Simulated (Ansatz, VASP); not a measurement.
# Cross-check of ZrC between VASP and Ansatz

One calculation is typed for both programs; each brings its own data sets and cutoff. How far apart do they land? The cell is a member of a volume series, scaled by 1.06 from a relaxed one, so a pressure remains.

Method: plane waves, with VASP 6.6.1 beside it; single point at r2SCAN with rVV10, in Ansatz 0.2.0.

**1. The structure**

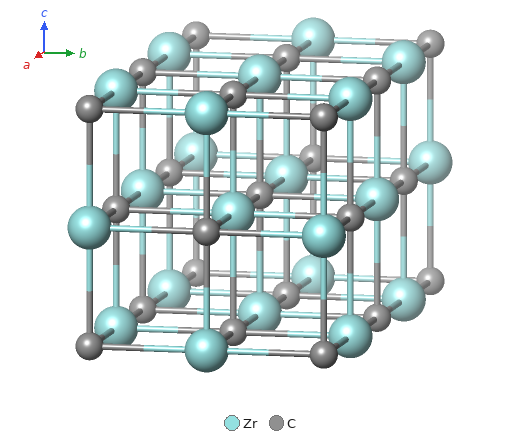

The starting structure, seen slightly off an axis (zirconium light teal, carbon grey). 2×1×1 cells are drawn. This picture shows the conventional cell, with its axes. Some periodic images of atoms are drawn too.

As a file:

```
Zr C
1.0
     0.00000    2.39928    2.39928
     2.39928    0.00000    2.39928
     2.39928    2.39928    0.00000
Zr C
1 1
Direct
  0.50000 0.50000 0.50000
  0.00000 0.00000 0.00000
```

**2. VASP: single point, r2SCAN with rVV10**

With cell and atoms fixed, the geometry can't cause a difference; cores, projectors, grids and the points listed under the comparison can.

Lines of VASP's logs that name or quote its potential files are left out, and so is its time.

INCAR

```
SYSTEM = ZrC
PREC = Accurate
ENCUT = 520
EDIFF = 1E-06
NELM = 100
ISMEAR = 0
SIGMA = 0.05
LREAL = .FALSE.
ALGO = Normal
METAGGA = R2SCAN
LUSE_VDW = .TRUE.
IVDW_NL = 2
BPARAM = 11.95
CPARAM = 0.0093
LASPH = .TRUE.
NBANDS = 14
LORBIT = 11
LWAVE = .FALSE.
LCHARG = .FALSE.
KPAR = 2
ISIF = 2
```

POSCAR

```
ZrC
1.0
    0.0000000000      2.3992849503      2.3992849503
    2.3992849503      0.0000000000      2.3992849503
    2.3992849503      2.3992849503      0.0000000000
Zr C
1 1
Direct
    0.5000000000      0.5000000000      0.5000000000
    0.0000000000      0.0000000000      0.0000000000
```

KPOINTS

```
Automatic mesh
0
Gamma
10 10 10
0 0 0
```

PAW data sets: Zr_sv and C (PBE family, release 64).

Launch:

```
> mpirun -np 2 vasp_std
```

Numbers of over 12 decimals in the logs are rounded to 6 here.

The program printed:

```text
[banner, memory and clock lines left out]
running    2 mpi-ranks, on    1 nodes
 distrk:  each k-point on    1 cores,    2 groups
 distr:  one band on    1 cores,    1 groups

 POSCAR found type information on POSCAR ZrC
 POSCAR found :  2 types and       2 ions
|                                                                             |
|               ----> ADVICE to this user running VASP <----                  |
|                                                                             |
|     You have switched on vdW-DFT.                                           |
|     This routine was written and supplied by Jiri Klimes. We recommend      |
|     that you carefully read and cite the following publications:            |
|       J. Klimes, D.R. Bowler, A. Michelides                                 |
|          J. Phys.: Cond Matt. 22 022201 (2010)                              |
|       J. Klimes, D.R. Bowler, A. Michelides                                 |
|          Phys. Rev. B. 83, 195131 (2011)                                    |
|     and references therein.                                                 |
|                                                                             |

|                                                                             |
|               ----> ADVICE to this user running VASP <----                  |
|                                                                             |
|     You enforced a specific xc type in the INCAR file but a different       |
|     [... a line on the potential file left out ...]
|     I HOPE YOU KNOW WHAT YOU ARE DOING!                                     |
|                                                                             |

 LDA part: xc-table for (None), standard interpolation
 POSCAR, INCAR and KPOINTS ok, starting setup
 FFT: planning ... GRIDC
 FFT: planning ... GRID_SOFT
 FFT: planning ... GRID
 WAVECAR not read
 entering main loop
       N       E                     dE             d eps       ncg     rms          rms(c)
Total rVV10 correction in eV:      0.2440568    16.0595469
Total rVV10 correction in eV:      0.2440568    16.0595469
DAV:   1     0.827788003904E+02    0.82779E+02   -0.87869E+03  1316   0.117E+03
DAV:   2    -0.364025958077E+02   -0.11918E+03   -0.11239E+03  1676   0.304E+02
DAV:   3    -0.439338577242E+02   -0.75313E+01   -0.74601E+01  2316   0.621E+01
DAV:   4    -0.440891445317E+02   -0.15529E+00   -0.15519E+00  1566   0.668E+00
DAV:   5    -0.440906061814E+02   -0.14616E-02   -0.14616E-02  1784   0.634E-01    0.193E+01
Total rVV10 correction in eV:      0.2507168    16.0595469
Total rVV10 correction in eV:      0.2507168    16.0595469
DAV:   6    -0.342775863645E+02    0.98130E+01   -0.79735E+00  1708   0.263E+01    0.505E+00
Total rVV10 correction in eV:      0.2467559    16.0595469
Total rVV10 correction in eV:      0.2467559    16.0595469
DAV:   7    -0.344029636780E+02   -0.12538E+00   -0.30751E-01  1382   0.479E+00    0.366E+00
Total rVV10 correction in eV:      0.2435569    16.0595469
Total rVV10 correction in eV:      0.2435569    16.0595469
DAV:   8    -0.344295201301E+02   -0.26556E-01   -0.14350E-01  1414   0.384E+00    0.188E+00
Total rVV10 correction in eV:      0.2442052    16.0595469
Total rVV10 correction in eV:      0.2442052    16.0595469
DAV:   9    -0.344258715834E+02    0.36485E-02   -0.14588E-02  1650   0.120E+00    0.767E-01
Total rVV10 correction in eV:      0.2446213    16.0595469
Total rVV10 correction in eV:      0.2446213    16.0595469
DAV:  10    -0.344256309953E+02    0.24059E-03   -0.96274E-04  1808   0.336E-01    0.472E-01
Total rVV10 correction in eV:      0.2452291    16.0595469
Total rVV10 correction in eV:      0.2452291    16.0595469
DAV:  11    -0.344254779878E+02    0.15301E-03   -0.14632E-03  1590   0.382E-01    0.678E-02
Total rVV10 correction in eV:      0.2452536    16.0595469
Total rVV10 correction in eV:      0.2452536    16.0595469
DAV:  12    -0.344254633737E+02    0.14614E-04   -0.49553E-05  1566   0.840E-02    0.289E-02
Total rVV10 correction in eV:      0.2452661    16.0595469
Total rVV10 correction in eV:      0.2452661    16.0595469
DAV:  13    -0.344254565212E+02    0.68525E-05   -0.22448E-05  1698   0.519E-02    0.726E-03
Total rVV10 correction in eV:      0.2452614    16.0595469
Total rVV10 correction in eV:      0.2452614    16.0595469
DAV:  14    -0.344254574422E+02   -0.92097E-06   -0.12135E-06  1058   0.137E-02
Total rVV10 correction in eV:      0.2452625    16.0595469
Total rVV10 correction in eV:      0.2452625    16.0595469
Total rVV10 correction in eV:      0.2452619    16.0595469
Total rVV10 correction in eV:      0.2452619    16.0595469
   1 F= -.34425457E+02 E0= -.34425413E+02  d E =-.882693E-04
```

OUTCAR, selected parts (step 2):

```text
ion  position               nearest neighbor table
   1  0.500  0.500  0.500-   2 2.40   2 2.40   2 2.40   2 2.40   2 2.40   2 2.40
   2  0.000  0.000  0.000-   1 2.40   1 2.40   1 2.40   1 2.40   1 2.40   1 2.40

  LATTYP: Found a face centered cubic cell.
 ALAT       =     4.7985699006

 Subroutine GETGRP returns: Found 48 space group operations
 (whereof 48 operations were pure point group operations)

The static configuration has the point symmetry O_h .

 Found     47 irreducible k-points:

   k-points           NKPTS =     47   k-points in BZ     NKDIM =     47   number of bands    NBANDS=     14

   dimension x,y,z NGX =    28 NGY =   28 NGZ =   28
   dimension x,y,z NGXF=    56 NGYF=   56 NGZF=   56

   ENCUT  =  520.0 eV  38.22 Ry    6.18 a.u.   6.31  6.31  6.31*2*pi/ulx,y,z

   NELECT =      16.0000    total number of electrons

 k-points in reciprocal lattice and weights: Automatic mesh
   0.00000000  0.00000000  0.00000000       0.001
   0.10000000  0.00000000  0.00000000       0.008
   0.20000000  0.00000000  0.00000000       0.008
   0.30000000  0.00000000  0.00000000       0.008
   0.40000000  0.00000000  0.00000000       0.008
   0.50000000  0.00000000  0.00000000       0.004
   0.10000000  0.10000000  0.00000000       0.006
   0.20000000  0.10000000  0.00000000       0.024
   0.30000000  0.10000000  0.00000000       0.024
[...]
-0.30000000  0.40000000  0.20000000       0.024
  -0.30000000  0.50000000  0.20000000       0.012

 average (electrostatic) potential at core
       1 -79.5289       2 -46.5401

 E-fermi :   8.9652

 k-point     1 :       0.0000    0.0000    0.0000
  band No.  band energies     occupation
      1     -41.1121      2.00000
      2     -18.1514      2.00000
      3     -18.1514      2.00000
      4     -18.1514      2.00000
      5      -2.8692      2.00000
      6       9.8584      0.00000
      7       9.8584      0.00000
      8       9.8584      0.00000
      9      10.2177      0.00000
     10      10.2177      0.00000
    ...

 k-point     2 :       0.1000    0.0000    0.0000
  band No.  band energies     occupation
    ...
      4     -18.1575      2.00000
      5      -2.6601      2.00000
      6       8.6192      2.00000
      7       8.8823      1.98093
      8       8.8823      1.98092
      9      10.5567      0.00000
     10      10.5567      0.00000
     11      10.9490      0.00000
     12      12.8137      0.00000
     13      12.8137      0.00000
    ...

 k-point     3 :       0.2000    0.0000    0.0000
  band No.  band energies     occupation
    ...
      4     -18.1737      2.00000
      5      -2.0823      2.00000
      6       6.9996      2.00000
      7       7.6999      2.00000
      8       7.6999      2.00000
      9      11.1827      0.00000
     10      11.1827      0.00000
     11      11.5196      0.00000
     12      14.6617      0.00000
     13      14.6617      0.00000
    ...

  Total       -2.0783950     -2.0783950     -2.0783950      0.0000000      0.0000000      0.0000000
  in kB     -120.5488805   -120.5488805   -120.5488805      0.0000000      0.0000000      0.0000000
  external PRESSURE =    -120.5488805 kB  Pullay stress =       0.0000000 kB

  energy-cutoff  :      520.00
  volume of cell :       27.62
      direct lattice vectors                 reciprocal lattice vectors
     0.000000000  2.399284950  2.399284950    -0.208395422  0.208395422  0.208395422
     2.399284950  0.000000000  2.399284950     0.208395422 -0.208395422  0.208395422
     2.399284950  2.399284950  0.000000000     0.208395422  0.208395422 -0.208395422

 POSITION                                       TOTAL-FORCE (eV/Angst)
 -----------------------------------------------------------------------------------
      2.39928      2.39928      2.39928         0.000000      0.000000      0.000000
      0.00000      0.00000      0.00000        -0.000000     -0.000000     -0.000000
 -----------------------------------------------------------------------------------
    total drift:                                0.000000      0.000000      0.000000

  FREE ENERGIE OF THE ION-ELECTRON SYSTEM (eV)
  ---------------------------------------------------
  free  energy   TOTEN  =       -34.4254574422 eV

  energy  without entropy=      -34.4253691729  energy(sigma->0) =      -34.42541331

 total charge
# of ion       s       p       d       tot
------------------------------------------
    1        2.161   6.031   1.499   9.691
    2        0.886   1.451   0.000   2.337
--------------------------------------------------
tot          3.047   7.482   1.499  12.028

[... 3 further parts left out ...]
```

The run ends at a pressure of -12.05 GPa.

**3. Ansatz: single point, r2SCAN with rVV10**

Ansatz runs on its default PAW (the set named soft_2) files.

The same cell, functional, mesh and smearing now go to Ansatz, which takes its cutoff from its data sets.

input.yaml

```yaml
crystal:
  lattice:
    - [0.0, 2.3992849503, 2.3992849503]
    - [2.3992849503, 0.0, 2.3992849503]
    - [2.3992849503, 2.3992849503, 0.0]
  atoms:
    - { symbol: Zr, position: [0.5, 0.5, 0.5] }
    - { symbol: C, position: [0.0, 0.0, 0.0] }
hamiltonian:
  xc: r2scan
  pseudopotentials: { kind: paw }
  dispersion: rvv10
kpoints:
  mp_grid: { grid: [10, 10, 10] }
scf:
  occupations: { method: gaussian, width: 0.05 }
  n_extra_bands: 4
output:
  forces: true
  stress: true
  eigenvalues: true
  write_density: true
  write_potential: true
  elf: true
  volumetric_format: npy
```

Launch:

```
> ansatz run input.yaml --threads 2 --pin off --max-ram 4608MiB --backend cpu --events-out ev --progress --plain --runs-dir out
```

The program printed:

```text
scf.n_extra_bands = 4 over 8 filled bands (N_el = 16.0): the run solves 12 bands
Engine: ansatz 0.2.0, x86_64-unknown-linux-gnu
Pseudopotentials: kind: paw
Pseudopotential: Zr, paw, valence charge 12, recommended cutoff 500 eV (meta_gga), Zr.paw.azcp
Pseudopotential: C, paw, valence charge 4, recommended cutoff 500 eV (meta_gga), C.paw.azcp
Functional definition: r2SCAN+rVV10
  parameter k0 = 0.174
  parameter k1 = 0.065
  parameter a1 = 4.9479
  exchange = r2scan_x(k0 = k0, k1 = k1, a1 = a1)
  correlation = r2scan_c + rvv10(11.95, 0.0093)
Crystal: 2 atoms, lattice volume = 27.623 Å³
Basis set: ecut = 500 eV, 725 PW (Γ), exchange–correlation on 120×120×120 points (64 copies of the dense FFT grid, shifted against one another)
Bands: 12, of which v1, the nominal top of the filled ones, is band 8 counted from 1 (7 counted from 0)
Symmetry: 48 space group operations
Space group: Fm-3m (ITA 225), of the structure as read, at distance tolerance 3.0e-5 Å
k-points: 47 of 1000
Non-local potential: Zr, projectors of the file, l = 0: 3, l = 1: 2, l = 2: 2, l = 3: 2
Non-local potential: C, projectors of the file, l = 0: 2, l = 1: 2, l = 2: 1
PAW form: soft (Blöchl's): semilocal exchange-correlation on the pseudo side does not see the compensation charge
rVV10 density: all electrons in the spheres
PAW frozen core: Zr, regenerated for the run's functional (the file was generated under x = pbe(κ = 0.804, μ = 0.219515), c = pbe(β = 0.066725))
PAW frozen core: C, regenerated for the run's functional (the file was generated under x = pbe(κ = 0.804, μ = 0.219515), c = pbe(β = 0.066725))
PAW one-centre angular grid: Zr, 590 points (default); XC on 160 Gauss nodes
PAW one-centre angular grid: C, 302 points (default); XC on 239 of its mesh's 2573 points in the sphere
Initial density: superposition of atomic densities (neutral atoms: chi_scale 0, normalization atom), corrected by the library's trained network
Initial wavefunctions: pseudopotential atomic-orbital guess
Functional: x = r2scan, c = r2scan + rvv10(b = 11.95, C = 0.0093); τ floored in thin density (d = 2e-4 eV/Å³)
SCF iter   1: F=—  HF=-4447.058218 eV  |F-HF|=—  |Δ(HF+E_count)|=         —  Δρ=1.16e-2  dr2=5.30e-2  dr2_τ=1.02e-1  ethr=1.77e-3  ⟨swp⟩=5.3  Hψ=2882  notcnv=0
preconditioner: auto → none  [insulator: Δε(μ)=0.194 eV  Ē_g=8.877 eV  σ=0.050 eV  W_gap=0.99  n_scr=8 (ndim 8)  ℏωp=20.0 eV  f_vac=0.000  D(μ)=0.02/eV (n_scr^D=0)  ε∞_Penn≈6.1]
SCF iter   2: F=—  HF=-4447.094016 eV  |F-HF|=—  |Δ(HF+E_count)|=   3.58e-2  Δρ=8.42e-3  dr2=1.82e-2  dr2_τ=4.63e-3  ethr=3.32e-4  ⟨swp⟩=2.0  Hψ=1318  notcnv=0  defer=1
SCF iter   3: F=—  HF=-4447.090850 eV  |F-HF|=—  |Δ(HF+E_count)|=   3.17e-3  Δρ=3.32e-3  dr2=1.95e-3  dr2_τ=1.47e-4  ethr=1.14e-4  ⟨swp⟩=2.0  Hψ=926  notcnv=0  defer=1
SCF iter   4: F=—  HF=-4447.091254 eV  |F-HF|=—  |Δ(HF+E_count)|=   4.04e-4  Δρ=9.02e-4  dr2=1.78e-4  dr2_τ=2.99e-5  ethr=1.22e-5  ⟨swp⟩=2.0  Hψ=748  notcnv=0  defer=1
SCF iter   5: F=—  HF=-4447.091240 eV  |F-HF|=—  |Δ(HF+E_count)|=   1.39e-5  Δρ=2.60e-4  dr2=2.52e-5  dr2_τ=6.23e-7  ethr=1.11e-6  ⟨swp⟩=2.1  Hψ=774  notcnv=0  defer=1
SCF iter   6: F=—  HF=-4447.091235 eV  |F-HF|=—  |Δ(HF+E_count)|=   4.75e-6  Δρ=1.95e-5  dr2=1.10e-7  dr2_τ=2.24e-8  ethr=1.57e-7  ⟨swp⟩=2.0  Hψ=728  notcnv=0  defer=1
SCF iter   7: F=-4447.091235 eV  HF=-4447.091235 eV  |F-HF|=8.83e-9  |Δ(HF+E_count)|=   5.34e-8  Δρ=6.81e-6  dr2=1.93e-8  dr2_τ=8.16e-10  ethr=6.25e-10  ⟨swp⟩=9.3  Hψ=3624  notcnv=0
SCF 1 converged in 7 iterations: F = -4447.091235 eV  dr2 = 1.93e-8
  greatest PAW one-centre occupation: 0.989 electrons in one spin orbital (limit 2), on the Zr atom at site 0 (counted from 0), in its partial waves of l = 1
SCF converged after 7 iterations
Free energy (F): -4447.091235 eV
Harris-Foulkes:  -4447.091235 eV  (|F-HF|=8.83e-9)
Internal energy: -4447.091146 eV  (E = F + TS)
E sigma→0 (E₀):  -4447.091191 eV
Entropy (-TS):   -0.000090 eV (-0.045 meV/atom)
Fermi energy:    13.895232 eV
--- Per-component energies (eV) ---
  E_band       = -77.163910
  E_kinetic    = 417.812023
  E_local      = -624.159285  (includes V_loc(G=0)·N_el)
  E_nonlocal   = 103.040549
  E_hartree    = 186.115541
  E_xc         = -201.886538
  E_vxc        = -276.227000  (∫ρ·V_xc dr)
  E_paw        = -3070.191751  (= ΣΔE_a)
  E_vpaw       = -85.417825  (= ΣTr[D̂ρ^β])
  E_aug_tail   = 0.000006  (compensation charges beyond the density's cutoff)
  E_vtau       = 15.556557  (kinetic-family band-sum trace: ∫τ·v_τ [+ j·A + Jᵃ·Aᵃ] dr)
  E_ewald      = -1257.632175
  E_core_change = -0.189515  (= ΣΔE_core)
  E_smearing   = -0.000090  (= −TS)
  E_closure    = 0.000000  (closes the sum)
  Σ components = -4447.091235   (vs F -4447.091235, Δ=0.00e0)
--- Forces (eV/Å), atoms counted from 1 ---
  atom   1  Zr     0.00000000     0.00000000    -0.00000000
  atom   2  C     -0.00000000    -0.00000000     0.00000000
  max |Σ_I F_I| component: 3.49e-29 eV/Å
--- Stress (GPa, compression-positive) ---
      -12.396194       0.000000      -0.000000
       -0.000000     -12.396194       0.000000
       -0.000000       0.000000     -12.396194
  P = ⅓ Tr σ = -12.3962 GPa (-123.962 kbar)
--- Band table (eV; the first three rows and the last of 47) ---
  k-point 0: bands = [... 4 lower, 2.0625, 14.7886, 14.7886, 14.7886, 15.1470, 15.1470, 15.1470, 16.6475]
  k-point 1: bands = [... 4 lower, 2.2717, 13.5498, 13.8117, 13.8117, 15.4855, 15.4855, 15.8780, 17.7383]
  k-point 2: bands = [... 4 lower, 2.8497, 11.9310, 12.6288, 12.6288, 16.1108, 16.1108, 16.4484, 19.5854]
  k-point 46: bands = [... 4 lower, 3.7844, 11.4238, 11.4495, 11.5529, 16.3687, 18.0273, 19.4182, 20.2378]
```

The job ended after 2.5 s (2 threads of Intel Xeon 6975P-C (Granite Rapids), shared host; peak memory 0.45 GiB).

The column dr2 measures how far the density is from self-consistency, as an energy; F and HF (Harris–Foulkes) agree once it is small.

The run ends at a pressure of -12.40 GPa.

**4. Comparison**

Known differences besides the PAW data sets themselves: VASP keeps PBE cores, Ansatz makes them for the functional; the cutoff is 500 eV in Ansatz and 520 eV in VASP. Total energies have different zeros and are not compared.

The two programs side by side:

```tsv
quantity	Ansatz	VASP	difference
pressure (GPa)	-12.40	-12.05	-0.34
```

Ansatz's pressure holds a Pulay correction of 0.08 GPa; VASP's holds none.

**5. Outcome**

```
difference in pressure (single point, r2SCAN with rVV10, volume scaled by 1.06) : -0.34 GPa
```

The difference in pressure is -0.34 GPa (single point, r2SCAN with rVV10), within the 1 GPa picked in this series as the mark of a large difference. 1 further run on this material is not shown. How closely two codes agree says nothing of how well the functional describes the real material.

[Lines on the potential files, build, host, timing and source positions are cut from VASP's logs without a mark.]

[Logs are printed without paths, hosts, clocks, repeated set-up lines and the standing remarks that a program may print on its own settings, such as how far it seeks lower states.]

[Hosts, paths, dates, database ids (printed as entryN), source tags and the programs' standing remarks are cut or masked in the printed files.]
